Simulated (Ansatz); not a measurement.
# La2Ge5As: the cost of one run

Computed with Ansatz 0.2.0 (DFT PBE, scalar-relativistic, plane waves, PAW, unless a step's input says otherwise).

## 1. The system as given

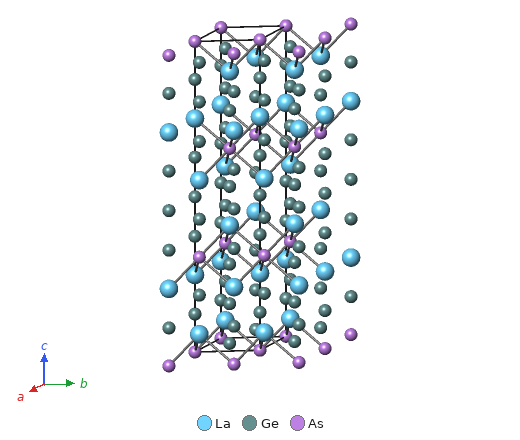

The starting structure, seen slightly off an axis (lanthanum blue, germanium teal, arsenic purple). 2×2×1 cells are drawn. Atoms on the faces are drawn again on the opposite ones. The cell drawn here is the conventional one.

Structure file:

```cif
data_structure
_symmetry_space_group_name_H-M 'P 1'
_symmetry_Int_Tables_number 1
_cell_length_a 9.2211
_cell_length_b 9.2211
_cell_length_c 9.2211
_cell_angle_alpha 33.700
_cell_angle_beta 33.700
_cell_angle_gamma 33.700
_cell_volume 215.05
loop_
_atom_site_label
_atom_site_type_symbol
_atom_site_fract_x
_atom_site_fract_y
_atom_site_fract_z
_atom_site_occupancy
La1 La 0.75186 0.75186 0.75186 1
La2 La 0.24814 0.24814 0.24814 1
Ge1 Ge 0.37254 0.37254 0.37254 1
Ge2 Ge 0.87774 0.87774 0.87774 1
Ge3 Ge 0.12226 0.12226 0.12226 1
Ge4 Ge 0.62746 0.62746 0.62746 1
Ge5 Ge 0.50000 0.50000 0.50000 1
As1 As 0.00000 0.00000 0.00000 1
```

The cell is invented: species swapped into a database cell of Tb2Mg5Ag (R-3m, No. 166), with La on the Tb sites, Ge on the Mg sites and As on the Ag sites. Lengths come from tabulated atomic sizes and are only a guess.

## 2. The guess as it stands, on a coarse mesh

Input file input.yaml:

```yaml
crystal:
  lattice:
    - [2.67288542, 1.54319111, 8.68920517]
    - [-2.67288542, 1.54319111, 8.68920517]
    - [0.0, -3.08638223, 8.68920517]
  atoms:
    - { symbol: La, position: [0.75185698, 0.75185698, 0.75185698] }
    - { symbol: La, position: [0.24814302, 0.24814302, 0.24814302] }
    - { symbol: Ge, position: [0.37253901, 0.37253901, 0.37253901] }
    - { symbol: Ge, position: [0.87774098, 0.87774098, 0.87774098] }
    - { symbol: Ge, position: [0.12225902, 0.12225902, 0.12225902] }
    - { symbol: Ge, position: [0.62746099, 0.62746099, 0.62746099] }
    - { symbol: Ge, position: [0.5, 0.5, 0.5] }
    - { symbol: As, position: [0.0, 0.0, 0.0] }
basis:
  ecutwfc: 420
kpoints:
  mp_grid: { grid: [6, 6, 6] }
hamiltonian:
  xc: pbe
scf:
  occupations: { method: gaussian, width: 0.1 }
  lower_state_search: "off"
output:
  forces: true
  stress: true
  eigenvalues: true
```

Launch:

```
$ ansatz run input.yaml --threads 1 --pin off --max-ram 2560MiB --backend cpu --events-out ev --progress --plain --runs-dir out
```

What time and memory should one allow on 1 thread of Arm Neoverse V1, shared host?

About 26 s, with a peak of 0.67 GiB.
